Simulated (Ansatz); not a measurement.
# SiAsH₃ (triplet): one geometry, many settings at a displaced geometry (v2)

Aim: run SiAsH₃ (triplet) at one geometry under a spread of methods and options, and see what each costs and gives.

Method: the settings change from run to run; program: Ansatz 0.2.0, Gaussian basis.

27 further runs of the same task are left out: 12 that didn't finish, 15 set aside as unsound or not needed.

## 1. The system

The geometry is a PBE0/def2-TZVP stationary point (not a proven minimum) with its atoms shifted at random (size 0.100 Å). No spin-orbit coupling is included. The filled d shell of As may be among the frozen orbitals whatever the setting's name suggests; the logs give the count.

5 atoms, charge 0, spin multiplicity 3.

Atoms are counted from 1 here; the program's logs count them from 0.

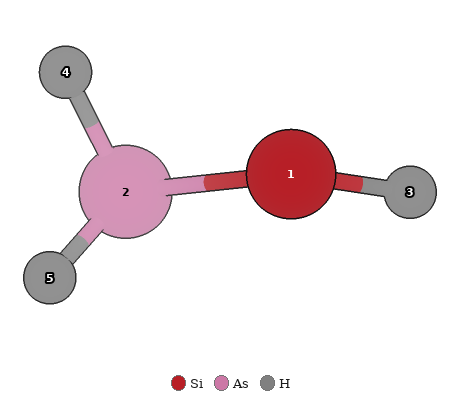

The structure; silicon red, arsenic pink, hydrogen grey; atoms are numbered from 1 in the order of the file.

## 2. MP2 on UHF/6-31G

in.yaml

```yaml
crystal:
  periodic: [false, false, false]
  atoms:
    - {symbol: Si, position_ang: [0.118417, 0.135301, 1.685448]}
    - {symbol: As, position_ang: [-0.046457, -0.057668, -0.638503]}
    - {symbol: H, position_ang: [0.030163, -1.193225, 2.421039]}
    - {symbol: H, position_ang: [1.215897, 0.864405, -0.910547]}
    - {symbol: H, position_ang: [-1.092411, 0.845273, -1.013430]}
basis:
  gaussian: {orbitals: 6-31G, fitting: {mean_field: def2-universal-jkfit}}
magnetization: {spin_polarized: true, initial_magnetization: 2}
correlation: {method: mp2, electrons: outside_noble_gas}
accuracy: high
```

The run is started by

```
> ansatz run in.yaml --threads 1 --pin off --events-out ev --progress --plain --max-ram 2393MiB
```

Log:

```text
Functional definition: HF
  name "HF"
  cite "Fock, Z. Phys. 61, 126 (1930) doi:10.1007/BF01340294"
  parent pbe
  exchange = exact_x
  correlation = 0
448 factors; integrals over basis functions are off by at most 9.4e-2 eV
mean field evaluation 1: about -68691.3295 eV, gradient 7.4e0 eV
mean field evaluation 2: about -68692.0986 eV, gradient 2.8e0 eV
mean field evaluation 4: about -68692.2980 eV, gradient 8.0e-1 eV
mean field evaluation 8: about -68692.3389 eV, gradient 3.2e-6 eV
mean field -68692.33888314 eV, -2524.3968926158 hartree, gradient 1.4e-8 eV, S^2 2.009548; 0 other end points of the search recorded, 0 dependent functions left out
19 core orbitals not correlated: weight in the atoms' cores, before any rotation towards them, 0.999 or more for the frozen orbitals, at most 0.000 for the correlated occupied ones
reference -68692.33888314 eV, -2524.3968926158 hartree; 7, 5 occupied and 22, 24 virtual orbitals, 448 factors
second order -2.42255782 eV of doubles, -0.00000000 eV of singles
Total energy: -68694.76144096 eV, -2524.4859199734 hartree
```

Wall time 1.7 s (1 thread of Intel Xeon at 2.50GHz, shared host).

From the report: ⟨S²⟩ of the determinant 2.010 (pure triplet: 2.00).

## 3. CCSD on ROHF/6-31G

Edit in.yaml of step 2 so:

```diff
@@ -9,5 +9,5 @@
 basis:
-  gaussian: {orbitals: 6-31G, fitting: {mean_field: def2-universal-jkfit}}
-magnetization: {spin_polarized: true, initial_magnetization: 2}
-correlation: {method: mp2, electrons: outside_noble_gas}
-accuracy: high
+  gaussian: {orbitals: 6-31G}
+magnetization: {spin_polarized: false, initial_magnetization: 2}
+correlation: {method: ccsd, electrons: outside_noble_gas}
+output: {forces: true}
```

The command is unchanged.

Log, cut to the lines that bear on the results:

```text
Functional definition: HF
  name "HF"
  cite "Fock, Z. Phys. 61, 126 (1930) doi:10.1007/BF01340294"
  parent pbe
[...]
486 factors; integrals over basis functions are off by at most 4.1e-4 eV
[...]
mean field -68692.29248448 eV, -2524.3951874964 hartree, gradient 2.1e-6 eV, S^2 2.000000; 0 other end points of the search recorded, 0 dependent functions left out
[...]
19 core orbitals not correlated: weight in the atoms' cores, before any rotation towards them, 0.999 or more for the frozen orbitals, at most 0.000 for the correlated occupied ones
reference -68692.29248448 eV, -2524.3951874964 hartree; 7, 5 occupied and 22, 24 virtual orbitals, 486 factors
second order -2.43547980 eV of doubles, -0.02832674 eV of singles
cycle   1  -2.99291435 eV  change   -5.3e-1 eV  update   7.0e-2
[...]
cycle  13  -3.28278994 eV  change    2.5e-6 eV  update   1.0e-6
[...]
Total energy: -68695.57527442 eV, -2524.5158278017 hartree
Atom 0 at     0.118417     0.135301     1.685448 Å, force    -0.116783     0.091259     1.097770 eV/Å
Atom 1 at    -0.046457    -0.057668    -0.638503 Å, force     2.321480    -1.466960    -0.478171 eV/Å
Atom 2 at     0.030163    -1.193225     2.421039 Å, force    -0.000827    -0.052909     0.077669 eV/Å
Atom 3 at     1.215897     0.864405    -0.910547 Å, force    -0.665180    -0.234379    -0.187292 eV/Å
Atom 4 at    -1.092411     0.845273    -1.013430 Å, force    -1.538690     1.662989    -0.509976 eV/Å
Dipole moment:    -0.047360     0.184797    -0.067951 e Å
```

Run time: 8 s. Hardware: 1 thread of Intel Xeon at 2.50GHz, shared host.

From the report: correlation -3.2828 eV; T1 0.023; largest double amplitude 0.05.

## 4. MP2 on UHF/cc-pVDZ

Edit in.yaml of step 3 so:

```diff
@@ -9,5 +9,5 @@
 basis:
-  gaussian: {orbitals: 6-31G}
-magnetization: {spin_polarized: false, initial_magnetization: 2}
-correlation: {method: ccsd, electrons: outside_noble_gas}
+  gaussian: {orbitals: cc-pVDZ}
+magnetization: {spin_polarized: true, initial_magnetization: 2}
+correlation: {method: mp2, electrons: outside_noble_gas}
 output: {forces: true}
```

The command is unchanged.

Log, cut to the lines that bear on the results:

```text
Functional definition: HF
  name "HF"
  cite "Fock, Z. Phys. 61, 126 (1930) doi:10.1007/BF01340294"
  parent pbe
[...]
642 factors; integrals over basis functions are off by at most 1.1e-3 eV
[...]
mean field -68702.61331903 eV, -2524.7744711704 hartree, gradient 2.4e-6 eV, S^2 2.015681; 0 other end points of the search recorded, 0 dependent functions left out
19 core orbitals not correlated: weight in the atoms' cores, before any rotation towards them, 1.000 or more for the frozen orbitals, at most 0.000 for the correlated occupied ones
reference -68702.61331903 eV, -2524.7744711704 hartree; 7, 5 occupied and 34, 36 virtual orbitals, 642 factors
second order -4.86677767 eV of doubles, -0.00000000 eV of singles
[...]
Total energy: -68707.48009670 eV, -2524.9533219510 hartree
Atom 0 at     0.118417     0.135301     1.685448 Å, force    -0.194340    -0.308401     0.532139 eV/Å
Atom 1 at    -0.046457    -0.057668    -0.638503 Å, force     2.562340    -1.131515    -0.041056 eV/Å
Atom 2 at     0.030163    -1.193225     2.421039 Å, force     0.025199     0.396807    -0.194314 eV/Å
Atom 3 at     1.215897     0.864405    -0.910547 Å, force    -1.128577    -0.492630     0.010125 eV/Å
Atom 4 at    -1.092411     0.845273    -1.013430 Å, force    -1.264623     1.535738    -0.306894 eV/Å
Dipole moment:    -0.035172     0.129097    -0.093772 e Å
```

It took 6.5 s on 1 thread of Intel Xeon at 2.50GHz, shared host.

From the report: ⟨S²⟩ of the determinant 2.016 (pure triplet: 2.00).

## 5. CCSD(T)/6-31G

Edit in.yaml of step 4 so:

```diff
@@ -9,5 +9,7 @@
 basis:
-  gaussian: {orbitals: cc-pVDZ}
-magnetization: {spin_polarized: true, initial_magnetization: 2}
-correlation: {method: mp2, electrons: outside_noble_gas}
+  gaussian: {orbitals: 6-31G}
+magnetization: {spin_polarized: false, initial_magnetization: 2}
+hamiltonian: {xc: {name: PBE}}
+correlation: {method: ccsd_t, electrons: outside_noble_gas, diis_vectors: 2}
+scf: {lower_state_search: full}
 output: {forces: true}
```

Launched as before.

Log, cut to the lines that bear on the results:

```text
Functional definition: PBE
  name "PBE"
  cite "Perdew, Burke & Ernzerhof, Phys. Rev. Lett. 77, 3865 (1996) doi:10.1103/PhysRevLett.77.3865"
  parent pbe
[...]
486 factors; integrals over basis functions are off by at most 4.1e-4 eV
[...]
mean field -68740.82540407 eV, -2526.1787393948 hartree, gradient 5.5e-6 eV, S^2 2.000000; 6 other end points of the search recorded, 0 dependent functions left out
19 core orbitals not correlated: weight in the atoms' cores, before any rotation towards them, 0.999 or more for the frozen orbitals, at most 0.000 for the correlated occupied ones
reference -68691.67670229 eV, -2524.3725579182 hartree; 7, 5 occupied and 22, 24 virtual orbitals, 486 factors
second order -2.68153230 eV of doubles, -0.32390342 eV of singles
cycle   1  -3.45760537 eV  change   -4.6e-1 eV  update   6.3e-2
[...]
cycle  15  -3.70010022 eV  change    8.2e-7 eV  update   2.3e-6
perturbative correction -0.06675539 eV, -0.0024532155 hartree
[...]
Total energy: -68695.44355790 eV, -2524.5109873087 hartree
Atom 0 at     0.118417     0.135301     1.685448 Å, force    -0.111765     0.117642     1.109779 eV/Å
Atom 1 at    -0.046457    -0.057668    -0.638503 Å, force     2.318906    -1.506453    -0.481118 eV/Å
Atom 2 at     0.030163    -1.193225     2.421039 Å, force    -0.002557    -0.078935     0.090006 eV/Å
Atom 3 at     1.215897     0.864405    -0.910547 Å, force    -0.639428    -0.216461    -0.194233 eV/Å
Atom 4 at    -1.092411     0.845273    -1.013430 Å, force    -1.565156     1.684207    -0.524433 eV/Å
Dipole moment:    -0.047590     0.181591    -0.073369 e Å
```

Wall time 19 s (1 thread of Intel Xeon at 2.50GHz, shared host).

From the report: correlation -3.7669 eV; T1 0.029; largest double amplitude 0.05. The orbitals are Kohn-Sham ones, so correlation energy and T1 don't compare with those on Hartree-Fock orbitals.

## 6. CCSD(T) on ROHF/def2-mTZVP

Edit in.yaml of step 5 so:

```diff
@@ -9,7 +9,5 @@
 basis:
-  gaussian: {orbitals: 6-31G}
+  gaussian: {orbitals: def2-mTZVP, point_charges: [{charge: -1.00, position_ang: [5.874, -0.324, -0.580]}]}
 magnetization: {spin_polarized: false, initial_magnetization: 2}
-hamiltonian: {xc: {name: PBE}}
-correlation: {method: ccsd_t, electrons: outside_noble_gas, diis_vectors: 2}
-scf: {lower_state_search: full}
+correlation: {method: ccsd_t, electrons: outside_noble_gas}
 output: {forces: true}
```

Launched as before.

Log, cut to the lines that bear on the results:

```text
Functional definition: HF
  name "HF"
  cite "Fock, Z. Phys. 61, 126 (1930) doi:10.1007/BF01340294"
  parent pbe
[...]
665 factors; integrals over basis functions are off by at most 8.4e-4 eV
[...]
mean field -68703.16320932 eV, -2524.7946792658 hartree, gradient 2.8e-6 eV, S^2 2.000000; 0 other end points of the search recorded, 0 dependent functions left out
19 core orbitals not correlated: weight in the atoms' cores, before any rotation towards them, 1.000 or more for the frozen orbitals, at most 0.000 for the correlated occupied ones
reference -68703.16320932 eV, -2524.7946792658 hartree; 7, 5 occupied and 41, 43 virtual orbitals, 665 factors
second order -4.30272440 eV of doubles, -0.04349788 eV of singles
cycle   1  -4.98463018 eV  change   -6.4e-1 eV  update   7.7e-2
[...]
cycle  13  -5.31606100 eV  change    3.9e-6 eV  update   2.1e-6
perturbative correction -0.17636674 eV, -0.0064813580 hartree
[...]
Total energy: -68708.65563705 eV, -2524.9965222622 hartree
Atom 0 at     0.118417     0.135301     1.685448 Å, force    -0.224055    -0.215146     0.413122 eV/Å
Atom 1 at    -0.046457    -0.057668    -0.638503 Å, force     2.587324    -1.419942     0.210946 eV/Å
Atom 2 at     0.030163    -1.193225     2.421039 Å, force     0.010765     0.284411    -0.151349 eV/Å
Atom 3 at     1.215897     0.864405    -0.910547 Å, force    -0.859665    -0.369862    -0.085582 eV/Å
Atom 4 at    -1.092411     0.845273    -1.013430 Å, force    -1.485246     1.706369    -0.379652 eV/Å
Dipole moment:     0.128179     0.145831    -0.148583 e Å
```

Run time: 26 s. Hardware: 1 thread of Intel Xeon at 2.50GHz, shared host.

From the report: correlation -5.4924 eV; T1 0.028; largest double amplitude 0.04.

## 7. MRCISD+Q(6,4)/6-31G

Edit in.yaml of step 6 so:

```diff
@@ -9,5 +9,4 @@
 basis:
-  gaussian: {orbitals: def2-mTZVP, point_charges: [{charge: -1.00, position_ang: [5.874, -0.324, -0.580]}]}
+  gaussian: {orbitals: 6-31G}
 magnetization: {spin_polarized: false, initial_magnetization: 2}
-correlation: {method: ccsd_t, electrons: outside_noble_gas}
-output: {forces: true}
+correlation: {method: fic_mrcisd_q, electrons: outside_noble_gas, active_space: {window: {electrons: 6, orbitals: 4}, states: [{multiplicity: 3, weights: [1, 1]}], root: 0}}
```

The command is unchanged.

Log, cut to the lines that bear on the results:

```text
Functional definition: HF
  name "HF"
  cite "Fock, Z. Phys. 61, 126 (1930) doi:10.1007/BF01340294"
  parent pbe
[...]
878 factors; integrals over basis functions are off by at most 1.5e-7 eV
[...]
mean field -68692.29300759 eV, -2524.3952067203 hartree, gradient 6.5e-6 eV, S^2 2.000000; 0 other end points of the search recorded, 0 dependent functions left out
reference -68692.29300759 eV, -2524.3952067203 hartree; 26, 24 occupied and 22, 24 virtual orbitals, 878 factors
state -68692.04917257 eV, -2524.3862459487 hartree
state -68688.23625412 eV, -2524.2461237802 hartree
contracted CI cycle   1: correlation 0.00000000 eV, 0.0000000000 hartree, residual 1.22e1 eV
contracted CI cycle   2: correlation -3.08912138 eV, -0.1135231170 hartree, residual 2.50e0 eV
contracted CI cycle   3: correlation -3.25558794 eV, -0.1196406500 hartree, residual 6.83e-1 eV
[...]
contracted CI cycle   3: correlation -3.59352586 eV, -0.1320596394 hartree, residual 8.00e-1 eV
contracted CI cycle   4: correlation -3.61163279 eV, -0.1327250570 hartree, residual 2.33e-1 eV
contracted CI cycle   5: correlation -3.61326992 eV, -0.1327852204 hartree, residual 7.63e-2 eV
contracted CI cycle   6: correlation -3.61344523 eV, -0.1327916629 hartree, residual 2.61e-2 eV
contracted CI cycle   7: correlation -3.61346832 eV, -0.1327925115 hartree, residual 1.04e-2 eV
contracted CI cycle   8: correlation -3.61347249 eV, -0.1327926647 hartree, residual 4.54e-3 eV
contracted CI cycle   9: correlation -3.61347329 eV, -0.1327926940 hartree, residual 2.01e-3 eV
contracted CI cycle  10: correlation -3.61347344 eV, -0.1327926995 hartree, residual 8.66e-4 eV
contracted CI cycle  11: correlation -3.61347346 eV, -0.1327927004 hartree, residual 3.31e-4 eV
state -68688.23625412 eV, -2524.2461237802 hartree; corrected -68692.34957311 eV, -2524.3972854650 hartree
Total energy: -68695.64204430 eV, -2524.5182815493 hartree
```

Wall time 11 s (1 thread of Intel Xeon at 2.50GHz, shared host).

From the report: 16 determinants; active occupations (of the averaged states) 2.00, 1.50, 1.50, 1.00.

## 8. MP2 on ROHF/cc-pVDZ

Edit in.yaml of step 7 so:

```diff
@@ -9,4 +9,4 @@
 basis:
-  gaussian: {orbitals: 6-31G}
+  gaussian: {orbitals: cc-pVDZ}
 magnetization: {spin_polarized: false, initial_magnetization: 2}
-correlation: {method: fic_mrcisd_q, electrons: outside_noble_gas, active_space: {window: {electrons: 6, orbitals: 4}, states: [{multiplicity: 3, weights: [1, 1]}], root: 0}}
+correlation: {method: mp2, electrons: valence}
```

Launched as before.

Log:

```text
Functional definition: HF
  name "HF"
  cite "Fock, Z. Phys. 61, 126 (1930) doi:10.1007/BF01340294"
  parent pbe
  exchange = exact_x
  correlation = 0
642 factors; integrals over basis functions are off by at most 1.1e-3 eV
mean field evaluation 1: about -68701.3928 eV, gradient 9.8e0 eV
mean field evaluation 2: about -68701.4124 eV, gradient 9.8e0 eV
mean field evaluation 4: about -68702.4688 eV, gradient 1.4e0 eV
mean field evaluation 8: about -68702.5292 eV, gradient 2.2e-1 eV
mean field -68702.53012140 eV, -2524.7714137138 hartree, gradient 3.8e-6 eV, S^2 2.000000; 0 other end points of the search recorded, 0 dependent functions left out
mean field evaluation 16: about -68702.5372 eV, gradient 1.3e0 eV
14 core orbitals not correlated: weight in the atoms' cores, before any rotation towards them, 1.000 or more for the frozen orbitals, at most 0.000 for the correlated occupied ones
reference -68702.53012140 eV, -2524.7714137138 hartree; 12, 10 occupied and 34, 36 virtual orbitals, 642 factors
second order -5.42065084 eV of doubles, -0.04579949 eV of singles
Total energy: -68707.99657173 eV, -2524.9723020583 hartree
```

It took 4.8 s on 1 thread of Intel Xeon at 2.50GHz, shared host.

## 9. CASSCF(18,10)/STO-3G

Edit in.yaml of step 8 so:

```diff
@@ -9,4 +9,4 @@
 basis:
-  gaussian: {orbitals: cc-pVDZ}
+  gaussian: {orbitals: STO-3G}
 magnetization: {spin_polarized: false, initial_magnetization: 2}
-correlation: {method: mp2, electrons: valence}
+correlation: {active_space: {window: {electrons: 18, orbitals: 10}}}
```

Same command.

Log:

```text
Functional definition: HF
  name "HF"
  cite "Fock, Z. Phys. 61, 126 (1930) doi:10.1007/BF01340294"
  parent pbe
  exchange = exact_x
  correlation = 0
310 factors; integrals over basis functions are off by at most 3.5e-5 eV
mean field evaluation 1: about -67933.4390 eV, gradient 6.3e0 eV
mean field evaluation 2: about -67933.4508 eV, gradient 6.3e0 eV
mean field evaluation 4: about -67934.1641 eV, gradient 9.8e-1 eV
mean field evaluation 8: about -67934.1844 eV, gradient 4.4e-3 eV
mean field -67934.18440972 eV, -2496.5352296133 hartree, gradient 4.5e-6 eV, S^2 2.000000; 0 other end points of the search recorded, 0 dependent functions left out
reference -67934.18440972 eV, -2496.5352296133 hartree; 26, 24 occupied and 4, 6 virtual orbitals, 310 factors
state -67934.18875342 eV, -2496.5353892413 hartree
Total energy: -67934.18875342 eV, -2496.5353892413 hartree
```

Wall time 7 s (1 thread of Intel Xeon at 2.50GHz, shared host).

From the report: 100 determinants; active occupations 2.00, 2.00, 2.00, 2.00, 2.00, 2.00, 2.00, 2.00, 1.00, 1.00.

## 10. MP2 on ROHF/cc-pVDZ

Edit in.yaml of step 9 so:

```diff
@@ -9,4 +9,4 @@
 basis:
-  gaussian: {orbitals: STO-3G}
+  gaussian: {orbitals: cc-pVDZ}
 magnetization: {spin_polarized: false, initial_magnetization: 2}
-correlation: {active_space: {window: {electrons: 18, orbitals: 10}}}
+correlation: {method: mp2, electrons: outside_noble_gas}
```

Launched as before.

Log:

```text
Functional definition: HF
  name "HF"
  cite "Fock, Z. Phys. 61, 126 (1930) doi:10.1007/BF01340294"
  parent pbe
  exchange = exact_x
  correlation = 0
642 factors; integrals over basis functions are off by at most 1.1e-3 eV
mean field evaluation 1: about -68701.3928 eV, gradient 9.8e0 eV
mean field evaluation 2: about -68701.4124 eV, gradient 9.8e0 eV
mean field evaluation 4: about -68702.4688 eV, gradient 1.4e0 eV
mean field evaluation 8: about -68702.5292 eV, gradient 2.2e-1 eV
mean field -68702.53012140 eV, -2524.7714137138 hartree, gradient 3.8e-6 eV, S^2 2.000000; 0 other end points of the search recorded, 0 dependent functions left out
mean field evaluation 16: about -68702.5372 eV, gradient 1.3e0 eV
19 core orbitals not correlated: weight in the atoms' cores, before any rotation towards them, 1.000 or more for the frozen orbitals, at most 0.000 for the correlated occupied ones
reference -68702.53012140 eV, -2524.7714137138 hartree; 7, 5 occupied and 34, 36 virtual orbitals, 642 factors
second order -4.89677643 eV of doubles, -0.04573472 eV of singles
Total energy: -68707.47263254 eV, -2524.9530476483 hartree
```

It took 6.5 s on 1 thread of Intel Xeon at 2.50GHz, shared host.

## 11. All runs side by side

Where basis and cores are those of an earlier UCCSDT(Q)/cc-pVDZ run (-68708.7704 eV), and the state is the same kind, the miss against it is given.

```
                                             level         correlated  functions  energy (eV)  from UCCSDT(Q) (meV)   time
                                  MP2 on UHF/6-31G  outside noble gas         48  -68694.7614                        1.7 s
                                CCSD on ROHF/6-31G  outside noble gas         48  -68695.5753                          8 s
                                MP2 on UHF/cc-pVDZ  outside noble gas         60  -68707.4801                1290.3  6.5 s
                   CCSD(T)/6-31G (on PBE orbitals)  outside noble gas         48  -68695.4436                         19 s
CCSD(T) on ROHF/def2-mTZVP (beside a point charge)  outside noble gas         67  -68708.6556                         26 s
   MRCISD+Q(6,4)/6-31G (lowest root of an average)  outside noble gas         48  -68695.6420                         11 s
                               MP2 on ROHF/cc-pVDZ            valence         60  -68707.9966                        4.8 s
                              CASSCF(18,10)/STO-3G                            30  -67934.1888                          7 s
                               MP2 on ROHF/cc-pVDZ  outside noble gas         60  -68707.4726                1297.8  6.5 s
```

## 12. Outcome

| quantity | value |
| --- | --- |
| runs | 9 |
| quickest | MP2 on UHF/6-31G, 1.7 s |
| slowest | CCSD(T) on ROHF/def2-mTZVP (beside a point charge), 26 s |

**Reading.** Total energies in different bases, with other cores or another treatment of relativity can't be set against each other. CCSD(T) on ROHF/def2-mTZVP (beside a point charge) took 15 times as long as MP2 on UHF/6-31G; the jobs differ in more than the method. Among the correlated runs with a miss given, it spans +1290 to +1298 meV.
